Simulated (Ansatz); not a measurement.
# BH3O− (SMILES [BH2-]O): U-r2SCAN0/STO-3G

Aim: the vertical ionisation energy of BH3O− at U-r2SCAN0/STO-3G, from 2 runs. 

The calculation is run with Ansatz 0.2.0.

1 further run of the same task is left out (set aside as unsound or not needed).

**1. The system as given**

The species is BH3O− (5 atoms), meant as a doublet with charge -1. As SMILES, `[BH2-]O`. Geometry: relaxed at GFN2-xTB.

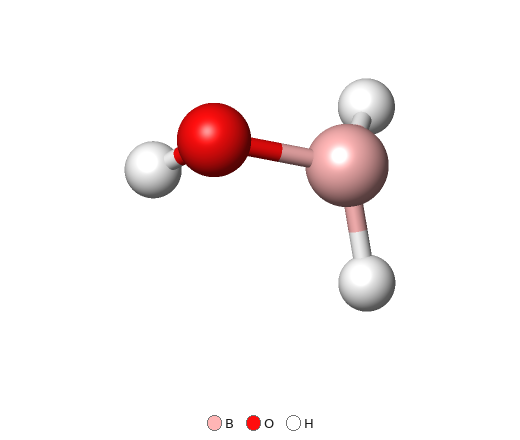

The structure, seen from a chosen angle (boron pink, oxygen red, hydrogen white).

**2. The energy at U-r2SCAN0/STO-3G**

in.yaml

```yaml
crystal:
  periodic: [false, false, false]
  atoms:
    - {symbol: B, position_ang: [-0.558550, -0.234200, 0.180320]}
    - {symbol: O, position_ang: [0.255120, 1.054670, 0.280220]}
    - {symbol: H, position_ang: [0.033680, -1.207330, 0.735040]}
    - {symbol: H, position_ang: [-0.823360, -0.530130, -1.022660]}
    - {symbol: H, position_ang: [1.093110, 0.916990, -0.172930]}
basis:
  gaussian: {orbitals: STO-3G}
total_charge: -1
magnetization: {spin_polarized: true, initial_magnetization: 1}
hamiltonian: {xc: {name: r2SCAN0}}
accuracy: high
```

Run with:

```sh
$ ansatz run in.yaml --threads 1 --pin off --max-ram 2610MiB --events-out events.jsonl --progress --plain --runs-dir runs
```

What it wrote:

```text
Warning: RAYON_NUM_THREADS=1 ignored (pool sized by the plan → 1); use --threads N
Functional definition: r2SCAN0
  name "r2SCAN0"
  parameter a = 0.25
  parameter k0 = 0.174
  parameter k1 = 0.065
  parameter a1 = 4.9479
  exchange = (1 - a)*r2scan_x(k0 = k0, k1 = k1, a1 = a1) + a*exact_x
  correlation = r2scan_c
208 factors; integrals over basis functions are off by at most 5.0e-8 eV
mean field evaluation 1: about -2726.7767 eV, gradient 1.2e1 eV
mean field evaluation 2: about -2727.7114 eV, gradient 6.4e0 eV
mean field evaluation 4: about -2727.9782 eV, gradient 2.7e-1 eV
mean field evaluation 8: about -2727.9580 eV, gradient 5.4e-3 eV
mean field evaluation 16: about -2727.9580 eV, gradient 5.3e-7 eV
mean field -2727.95795806 eV, -100.2506058826 hartree, gradient 3.4e-8 eV, S^2 0.753027; 0 other end points of the search recorded, 0 dependent functions left out
reference -2727.95795866 eV, -100.2506059045 hartree; 9, 8 occupied and 4, 5 virtual orbitals, 208 factors
Total energy: -2727.95795866 eV, -100.2506059045 hartree
```

Wall time 2.7 s (1 thread of Arm Neoverse V1, shared host); peak memory 0.18 GiB.

**3. Singlet neutral BH3O at the same level**

Changes to in.yaml since step 2:

```diff
@@ -1 +1,3 @@
+basis:
+  gaussian: {orbitals: STO-3G}
 crystal:
@@ -8,7 +10,3 @@
     - {symbol: H, position_ang: [1.093110, 0.916990, -0.172930]}
-basis:
-  gaussian: {orbitals: STO-3G}
-total_charge: -1
-magnetization: {spin_polarized: true, initial_magnetization: 1}
+accuracy: high
 hamiltonian: {xc: {name: r2SCAN0}}
-accuracy: high
```

Run with:

```sh
$ ansatz run in.yaml --threads 1 --pin off --max-ram 2610MiB --events-out events.jsonl --progress --plain --runs-dir runs
```

What it wrote, shortened:

```text
Warning: RAYON_NUM_THREADS=1 ignored (pool sized by the plan → 1); use --threads N
[... 8 set-up lines as earlier in the session ...]
208 factors; integrals over basis functions are off by at most 5.0e-8 eV
mean field evaluation 1: about -2729.9987 eV, gradient 2.0e1 eV
mean field evaluation 2: about -2729.1121 eV, gradient 2.7e1 eV
mean field evaluation 4: about -2731.3360 eV, gradient 1.9e-1 eV
mean field evaluation 8: about -2731.2971 eV, gradient 2.2e-3 eV
mean field evaluation 16: about -2731.2971 eV, gradient 1.3e-7 eV
mean field -2731.29705150 eV, -100.3733153029 hartree, gradient 1.6e-8 eV, S^2 0.000000; 0 other end points of the search recorded, 0 dependent functions left out
reference -2731.29705177 eV, -100.3733153131 hartree; 8, 8 occupied and 5, 5 virtual orbitals, 208 factors
Total energy: -2731.29705177 eV, -100.3733153131 hartree
```

It took 1.7 s on 1 thread of Arm Neoverse V1, shared host; peak memory 0.12 GiB.

**4. Summary of results**

Level: U-r2SCAN0/STO-3G.

```
                                           quantity          value
                        doublet BH3O−: total energy  -100.25061 Eh
                                doublet BH3O−: ⟨S²⟩          0.753
                 singlet neutral BH3O: total energy  -100.37332 Eh
vertical detachment energy (to the singlet neutral)      -3.339 eV
```

The species is unbound against losing an electron at this level, by 3.34 eV (−322 kJ/mol); missing correlation or diffuse functions can give that sign where the real anion is bound. Only the singlet of the ionised species was computed; a triplet could lie lower. In a minimal basis such a difference can be off by several eV, whatever the method.
